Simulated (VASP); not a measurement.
# MoS2 with PBEsol: from relaxation to properties, part 2 of 4

Wanted: the relaxed cell of MoS2 and its properties. The start is a cell from a database of measured crystal structures.

VASP 6.6.1; PBEsol; plane waves and PAW (Mo_sv, S).

So far, gap on the k-mesh (eV): step 2 (full relaxation (PBEsol)) 1.08. The relaxed cell has a = 3.142, c = 18.576 Å (conventional setting).

## Step 3: Single point with fields (PBEsol)

A single point on the relaxed cell gives a clean self-consistent state, with density, ELF and potential written out.

INCAR reads:

```
SYSTEM = MoS2
PREC = Accurate
ENCUT = 400
EDIFF = 1E-06
NELM = 100
ISMEAR = 0
SIGMA = 0.05
LREAL = .FALSE.
ALGO = Normal
GGA = PS
NBANDS = 19
LASPH = .TRUE.
LORBIT = 11
LWAVE = .FALSE.
LCHARG = .TRUE.
ISIF = 2
LELF = .TRUE.
LVHAR = .TRUE.
```

POSCAR reads:

```
MoS2
1.0
    1.5710333670      2.7211096120      0.0000000000
   -1.5710333670      2.7211096120      0.0000000000
    0.0000000000     -1.8140730746      6.1919625447
Mo S
1 2
Direct
    0.0000989742      0.0000989742      0.0002969225
    0.2495816124      0.2495816124      0.7487448373
    0.4173194134      0.4173194134      0.2519582402
```

KPOINTS reads:

```
Automatic mesh
0
Gamma
7 7 7
0 0 0
```

PAW data sets: Mo_sv and S (PBE family, release 64).

Command:

```sh
mpirun -np 2 vasp_std
```

What it wrote:

```text
[banner, memory and clock lines left out]
running    2 mpi-ranks, on    1 nodes
 distrk:  each k-point on    2 cores,    1 groups
 distr:  one band on    1 cores,    2 groups

 POSCAR found type information on POSCAR MoS
 POSCAR found :  2 types and       3 ions
 [... a notice as in an earlier step ...]

 LDA part: xc-table for (Slater+PW92), standard interpolation
|                                                                             |
|           W    W    AA    RRRRR   N    N  II  N    N   GGGG   !!!           |
|           W    W   A  A   R    R  NN   N  II  NN   N  G    G  !!!           |
|           W    W  A    A  R    R  N N  N  II  N N  N  G       !!!           |
|           W WW W  AAAAAA  RRRRR   N  N N  II  N  N N  G  GGG   !            |
|           WW  WW  A    A  R   R   N   NN  II  N   NN  G    G                |
|           W    W  A    A  R    R  N    N  II  N    N   GGGG   !!!           |
|                                                                             |
|     The number of bands has been changed from the values supplied in        |
|     The orbitals not found in the WAVECAR file will be initialized with     |
|     random numbers, which is usually adequate. For correlated               |
|     calculations, however, you should redo the groundstate calculation.     |
|     I found NBANDS = 19. Now, NBANDS = 20.                                  |
|                                                                             |

 POSCAR, INCAR and KPOINTS ok, starting setup
 FFT: planning ... GRIDC
 FFT: planning ... GRID_SOFT
 FFT: planning ... GRID
 WAVECAR not read
 entering main loop
       N       E                     dE             d eps       ncg     rms          rms(c)
DAV:   1     0.147120723743E+03    0.14712E+03   -0.11705E+04  1784   0.101E+03
DAV:   2    -0.190608195690E+02   -0.16618E+03   -0.16163E+03  2196   0.282E+02
DAV:   3    -0.248198771336E+02   -0.57591E+01   -0.57068E+01  2144   0.490E+01
DAV:   4    -0.248874821440E+02   -0.67605E-01   -0.67572E-01  2180   0.568E+00
DAV:   5    -0.248884961704E+02   -0.10140E-02   -0.10140E-02  2168   0.655E-01    0.260E+01
DAV:   6    -0.238057594004E+02    0.10827E+01   -0.93558E+00  1884   0.189E+01    0.882E+00
DAV:   7    -0.235656111727E+02    0.24015E+00   -0.35442E+00  1804   0.108E+01    0.605E+00
DAV:   8    -0.234491262837E+02    0.11648E+00   -0.55405E-01  1968   0.456E+00    0.174E+00
DAV:   9    -0.234492382850E+02   -0.11200E-03   -0.22278E-02  2088   0.894E-01    0.650E-01
DAV:  10    -0.234480153559E+02    0.12229E-02   -0.79863E-03  1964   0.612E-01    0.120E-01
DAV:  11    -0.234480304371E+02   -0.15081E-04   -0.44687E-04  2056   0.144E-01    0.573E-02
DAV:  12    -0.234480144127E+02    0.16024E-04   -0.54112E-05  2012   0.460E-02    0.212E-02
DAV:  13    -0.234480228913E+02   -0.84786E-05   -0.13751E-05  1892   0.206E-02    0.802E-03
DAV:  14    -0.234480228672E+02    0.24057E-07   -0.87914E-07  1384   0.585E-03
   1 F= -.23448023E+02 E0= -.23448023E+02  d E =-.351555E-23
```

The job ended after 7 s (2 MPI ranks of Intel Xeon 6975P-C (Granite Rapids), shared host; peak memory 0.25 GiB).

From OUTCAR (step 3):

```text
  LATTYP: Found a trigonal (rhomboedric) cell.
 ALAT       =     6.4522291710
 COS(alpha) =     0.8814282458

The static configuration has the point symmetry C_3v.

 Found     44 irreducible k-points:

   k-points           NKPTS =     44   k-points in BZ     NKDIM =     44   number of bands    NBANDS=     20

   dimension x,y,z NGX =    20 NGY =   20 NGZ =   42
   dimension x,y,z NGXF=    40 NGYF=   40 NGZF=   84

   ENCUT  =  400.0 eV  29.40 Ry    5.42 a.u.   5.12  5.12 10.52*2*pi/ulx,y,z

   NELECT =      26.0000    total number of electrons

 E-fermi :   7.8510

 k-point     1 :       0.0000    0.0000    0.0000
  band No.  band energies     occupation
    ...
      9       4.2536      2.00000
     10       5.3894      2.00000
     11       5.3894      2.00000
     12       6.2718      2.00000
     13       6.3122      2.00000
     14       9.7053      0.00000
     15       9.7053      0.00000
     16      10.0923      0.00000
     17      10.0923      0.00000
     18      13.1555      0.00000
    ...

 k-point     2 :       0.1429   -0.0000   -0.0000
  band No.  band energies     occupation
    ...
      9       4.4194      2.00000
     10       4.5830      2.00000
     11       4.9323      2.00000
     12       6.2408      2.00000
     13       6.5201      2.00000
     14       9.2281      0.00000
     15       9.6716      0.00000
     16       9.7792      0.00000
     17      10.1801      0.00000
     18      14.4094      0.00000
    ...

  Total       -0.0160989     -0.0160989      0.0040333      0.0000000      0.0000000     -0.0000000
  in kB       -0.4872115     -0.4872115      0.1220635      0.0000000      0.0000000     -0.0000000
  external PRESSURE =      -0.2841199 kB  Pullay stress =       0.0000000 kB

  energy-cutoff  :      400.00
  volume of cell :       52.94
      direct lattice vectors                 reciprocal lattice vectors
     1.571033367  2.721109612  0.000000000     0.318261859  0.183748570  0.053833228
    -1.571033367  2.721109612  0.000000000    -0.318261859  0.183748570  0.053833228
     0.000000000 -1.814073075  6.191962545     0.000000000  0.000000000  0.161499685

 POSITION                                       TOTAL-FORCE (eV/Angst)
 -----------------------------------------------------------------------------------
      0.00000      0.00000      0.00184         0.000000     -0.000000     -0.000502
      0.00000     -0.00000      4.63620         0.000000      0.000000      0.000514
      0.00000      1.81407      1.56012         0.000000     -0.000000     -0.000011
 -----------------------------------------------------------------------------------
    total drift:                                0.000000      0.000005      0.000106

  FREE ENERGIE OF THE ION-ELECTRON SYSTEM (eV)
  ---------------------------------------------------
  free  energy   TOTEN  =       -23.4480228672 eV

  energy  without entropy=      -23.4480228672  energy(sigma->0) =      -23.44802287

 total charge
# of ion       s       p       d       tot
------------------------------------------
    1        2.300   6.232   3.994  12.526
    2        1.358   2.325   0.000   3.683
    3        1.359   2.324   0.000   3.683
--------------------------------------------------
tot          5.017  10.880   3.994  19.892

[... 1 part as in an earlier step ...]

[... 7 further parts left out ...]
```

This step gave:

* SCF cycles: 14
* bands: 20
* Fermi energy: 7.851 eV
* pressure: -0.02841 GPa

Valence electrons inside each PAW sphere by angular momentum. Sphere charges, by row:

```csv
atom,s (e),p (e),d (e),tot (e)
Mo1,2.3,6.232,3.994,12.53
S2,1.358,2.325,0,3.683
S3,1.359,2.324,0,3.683
```

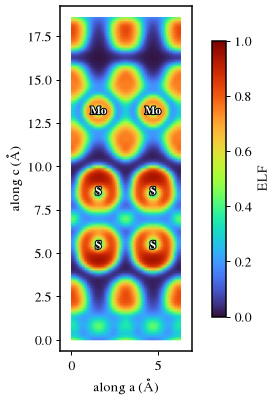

ELF in the ac plane of the conventional cell at fractional y = 0.000, with atoms of Mo and S within 0.2 Å of it. It is the smooth field of the valence electrons, not physical close to the nuclei. The map starts off the cell's origin, so that atoms lie inside it.

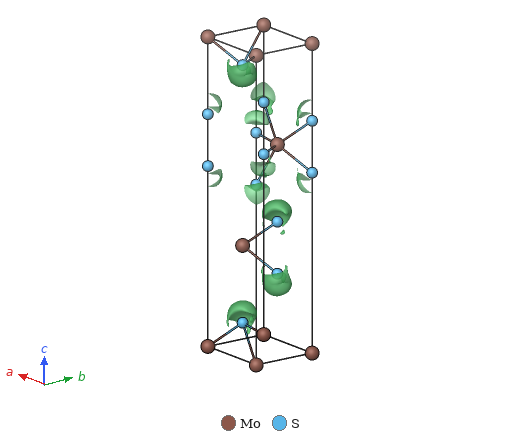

Surface of ELF = 0.85. Bonds to atoms that aren't drawn are left out.

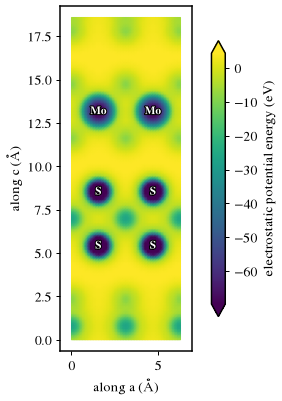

Electrostatic potential energy in the ac plane of the conventional cell at fractional y = 0.000, with atoms of Mo and S within 0.2 Å of it. With pseudopotentials it is smooth inside the atoms' cores, unlike the true potential. The map starts off the cell's origin, so that atoms lie inside it.

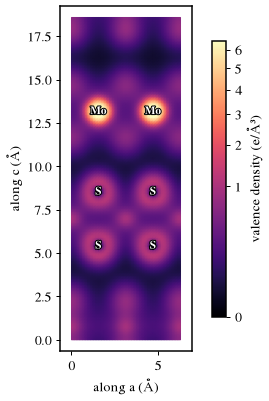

Valence density in the ac plane of the conventional cell at fractional y = 0.000, with atoms of Mo and S within 0.2 Å of it. It is the smooth field of the valence electrons, not physical close to the nuclei. The map starts off the cell's origin, so that atoms lie inside it. The colour scale is stretched toward low values.

In this run the pressure is -0.03 GPa, small enough to go on.

## Step 4: Band structure (PBEsol)

Levels along the symmetry lines show where the bands peak and cross; KPOINTS_OPT computes them in the converged potential.

INCAR reads:

```
SYSTEM = MoS2
PREC = Accurate
ENCUT = 400
EDIFF = 1E-06
NELM = 100
ISMEAR = 0
SIGMA = 0.05
LREAL = .FALSE.
ALGO = Normal
GGA = PS
NBANDS = 26
LASPH = .TRUE.
LORBIT = 11
LWAVE = .FALSE.
LCHARG = .FALSE.
KPAR = 2
```

POSCAR is that of step 3.

KPOINTS is that of step 3.

KPOINTS_OPT reads:

```
Line mode
16
Line-mode
Reciprocal
  0.00000000   0.00000000   0.00000000 GAMMA
  0.00000000   0.50000000   0.00000000 L

  0.00000000   0.50000000   0.00000000 L
 -0.36194424   0.31902788   0.18097212 B1

 -0.31902788   0.31902788   0.50000000 B
  0.00000000   0.00000000   0.50000000 Z

  0.00000000   0.00000000   0.50000000 Z
  0.00000000   0.00000000   0.00000000 GAMMA

  0.00000000   0.00000000   0.00000000 GAMMA
 -0.34048606   0.34048606   0.00000000 X

 -0.34048606   0.31902788   0.34048606 Q
 -0.50000000   0.00000000   0.50000000 F

 -0.50000000   0.00000000   0.50000000 F
 -0.47854182   0.00000000   0.65951394 P1

 -0.47854182   0.00000000   0.65951394 P1
  0.00000000   0.00000000   0.50000000 Z

  0.00000000   0.50000000   0.00000000 L
  0.00000000   0.47854182   0.34048606 P
```

Command:

```sh
mpirun -np 2 vasp_std
```

What it wrote:

```text
[banner, memory and clock lines left out]
running    2 mpi-ranks, on    1 nodes
 distrk:  each k-point on    1 cores,    2 groups
 distr:  one band on    1 cores,    1 groups

 POSCAR found type information on POSCAR MoS
 POSCAR found :  2 types and       3 ions
 [... a notice as in an earlier step ...]

 LDA part: xc-table for (Slater+PW92), standard interpolation
 POSCAR, INCAR and KPOINTS ok, starting setup
 FFT: planning ... GRIDC
 FFT: planning ... GRID_SOFT
 FFT: planning ... GRID
 WAVECAR not read
 entering main loop
       N       E                     dE             d eps       ncg     rms          rms(c)
DAV:   1     0.143830743833E+03    0.14383E+03   -0.11261E+04  2320   0.774E+02
DAV:   2    -0.198686364227E+02   -0.16370E+03   -0.15802E+03  2770   0.236E+02
DAV:   3    -0.248470406584E+02   -0.49784E+01   -0.49447E+01  2764   0.387E+01
DAV:   4    -0.248879765869E+02   -0.40936E-01   -0.40918E-01  2844   0.386E+00
DAV:   5    -0.248885052214E+02   -0.52863E-03   -0.52860E-03  2826   0.430E-01    0.260E+01
DAV:   6    -0.238060427978E+02    0.10825E+01   -0.72607E+00  2396   0.146E+01    0.885E+00
DAV:   7    -0.235709561894E+02    0.23509E+00   -0.28329E+00  2322   0.828E+00    0.621E+00
DAV:   8    -0.234499648863E+02    0.12099E+00   -0.49521E-01  2512   0.356E+00    0.151E+00
DAV:   9    -0.234484200363E+02    0.15449E-02   -0.16747E-02  2810   0.676E-01    0.558E-01
DAV:  10    -0.234479878796E+02    0.43216E-03   -0.15463E-03  2652   0.258E-01    0.158E-01
DAV:  11    -0.234480330193E+02   -0.45140E-04   -0.25198E-04  2672   0.783E-02    0.682E-02
DAV:  12    -0.234480169170E+02    0.16102E-04   -0.42306E-05  2500   0.317E-02    0.315E-02
DAV:  13    -0.234480228422E+02   -0.59252E-05   -0.65006E-06  2470   0.126E-02    0.720E-03
DAV:  14    -0.234480228774E+02   -0.35164E-07   -0.61234E-07  2140   0.401E-03
   1 F= -.23448023E+02 E0= -.23448023E+02  d E =-.611112E-14
 Start KPOINTS_OPT (optional k-point list driver)
k-point batch [1-44\144]
       N       E                     dE             ncg
DAV:   1    -0.345146880404E+04   -0.33683E+05     2376
DAV:   2    -0.104938903523E+05   -0.70424E+04     2772
DAV:   3    -0.107044553176E+05   -0.21056E+03     2750
DAV:   4    -0.107061899224E+05   -0.17346E+01     2804
DAV:   5    -0.107062117118E+05   -0.21789E-01     2794
DAV:   6    -0.107062120959E+05   -0.38414E-03     2834
DAV:   7    -0.107062121041E+05   -0.81274E-05     2714
DAV:   8    -0.107062121042E+05   -0.17358E-06     2088
[...]
k-point batch [133-144\144]
       N       E                     dE             ncg
DAV:   1     0.212621449030E+05   -0.11611E+05      640
DAV:   2     0.193546675085E+05   -0.19075E+04      798
DAV:   3     0.192971103305E+05   -0.57557E+02      734
DAV:   4     0.192966740143E+05   -0.43632E+00      798
DAV:   5     0.192966688174E+05   -0.51969E-02      754
DAV:   6     0.192966687322E+05   -0.85248E-04      790
DAV:   7     0.192966687305E+05   -0.16812E-05      718
DAV:   8     0.192966687304E+05   -0.41156E-07      614
```

It took 19 s on 2 MPI ranks; peak memory 0.34 GiB; 37 s of CPU time.

OUTCAR, selected parts (step 4):

```text
The static configuration has the point symmetry C_3v.

 Found     44 irreducible k-points:

   k-points           NKPTS =     44   k-points in BZ     NKDIM =     44   number of bands    NBANDS=     26

   NELECT =      26.0000    total number of electrons

 E-fermi :   7.7597

 k-point     1 :       0.0000    0.0000    0.0000
  band No.  band energies     occupation
    ...
      9       4.2536      2.00000
     10       5.3894      2.00000
     11       5.3894      2.00000
     12       6.2717      2.00000
     13       6.3124      2.00000
     14       9.7053      0.00000
     15       9.7053      0.00000
     16      10.0922      0.00000
     17      10.0922      0.00000
     18      13.1555      0.00000
    ...

 k-point     2 :       0.1429   -0.0000   -0.0000
  band No.  band energies     occupation
    ...
      9       4.4194      2.00000
     10       4.5830      2.00000
     11       4.9323      2.00000
     12       6.2409      2.00000
     13       6.5201      2.00000
     14       9.2281      0.00000
     15       9.6716      0.00000
     16       9.7792      0.00000
     17      10.1801      0.00000
     18      14.4094      0.00000
    ...

  Total       -0.0187276     -0.0187276      0.0029011      0.0000000      0.0000000      0.0000000
  in kB       -0.5667638     -0.5667638      0.0877993      0.0000000      0.0000000      0.0000000
  external PRESSURE =      -0.3485761 kB  Pullay stress =       0.0000000 kB

 POSITION                                       TOTAL-FORCE (eV/Angst)
 -----------------------------------------------------------------------------------
      0.00000      0.00000      0.00184         0.000000     -0.000000     -0.000524
      0.00000     -0.00000      4.63620         0.000000      0.000000      0.000383
      0.00000      1.81407      1.56012         0.000000      0.000000      0.000141
 -----------------------------------------------------------------------------------
    total drift:                               -0.000000      0.000005      0.000085

  FREE ENERGIE OF THE ION-ELECTRON SYSTEM (eV)
  ---------------------------------------------------
  free  energy   TOTEN  =       -23.4480228774 eV

  energy  without entropy=      -23.4480228774  energy(sigma->0) =      -23.44802288

 total charge
# of ion       s       p       d       tot
------------------------------------------
    1        2.300   6.232   3.994  12.525
    2        1.358   2.325   0.000   3.683
    3        1.359   2.324   0.000   3.683
--------------------------------------------------
tot          5.017  10.881   3.994  19.892

[... 7 parts as in an earlier step ...]

[... 5 further parts left out ...]
```

Spin-orbit coupling is off here; it would split degenerate levels. The cell is typed on its shortest vectors, so the axes of tensors and the coordinates of k-points follow the printed cell and not the standard setting.

This step gave:

```yaml
bands: 26
fermi_energy: 7.760 eV
pressure: -0.03486 GPa
least_gap_on_mesh_and_path: 0.9249 eV
least_direct_gap_on_mesh_and_path: 1.804 eV
valence_top_at_k: 0, 0, 0.5
conduction_bottom_at_k: -0.1816, 0.1816, 0
least_direct_gap_at_k: -0.3378, 0.3311, 0.1689
```

Electronic bands along the path, in eV, zero at the valence-band top; v1 is the highest filled band, c1 the lowest empty one:

```csv
point,v4,v3,v2,v1,c1,c2,c3,c4
Γ,-2.15,-2.15,-1.27,-1.23,2.17,2.17,2.55,2.55
L,-3.91,-2.35,-1.48,-1.44,1.76,2.14,3.55,3.59
B1,-4.31,-3.75,-2.80,-0.68,1.17,2.30,3.11,4.39
jump to B,-4.31,-3.75,-2.80,-0.68,1.17,2.30,3.11,4.39
Z,-3.30,-2.12,-2.12,0.00,2.26,2.26,2.43,2.43
Γ,-2.15,-2.15,-1.27,-1.23,2.17,2.17,2.55,2.55
X,-4.32,-3.67,-2.85,-0.67,1.14,2.30,3.09,4.41
jump to Q,-4.32,-3.67,-2.85,-0.67,1.14,2.30,3.09,4.41
F,-3.84,-2.91,-1.66,-1.26,1.72,2.29,3.07,4.01
P1,-3.85,-2.79,-1.62,-1.28,1.72,2.31,3.13,3.90
Z,-3.30,-2.12,-2.12,0.00,2.26,2.26,2.43,2.43
jump to L,-3.91,-2.35,-1.48,-1.44,1.76,2.14,3.55,3.59
P,-3.85,-2.79,-1.62,-1.28,1.72,2.31,3.13,3.90
```

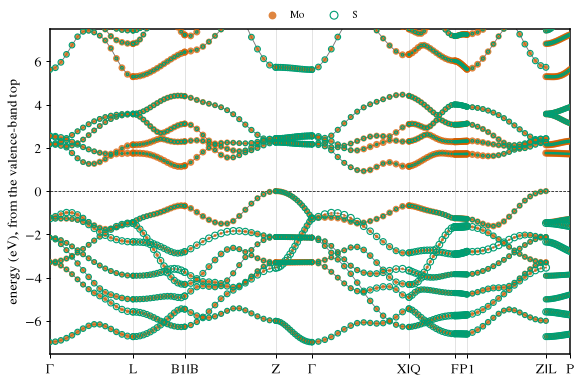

Electronic bands along the path; dots are coloured as in the legend, and their area grows with the weight.

The path lowers the gap by 0.16 eV against the mesh alone, so a band edge lies off the mesh.

(Part 2 of 4 ends here.)

[Lines on the potential files, build, host, timing and source positions are cut from VASP's logs without a mark.]

[Logs are printed without paths, hosts, clocks, repeated set-up lines and the standing remarks that a program may print on its own settings, such as how far it seeks lower states.]

[Hosts, paths, dates, database ids (printed as entryN), source tags and the programs' standing remarks are cut or masked in the printed files.]

[A measured line is paired with the nearest computed mode of its activity, which favours agreement.]
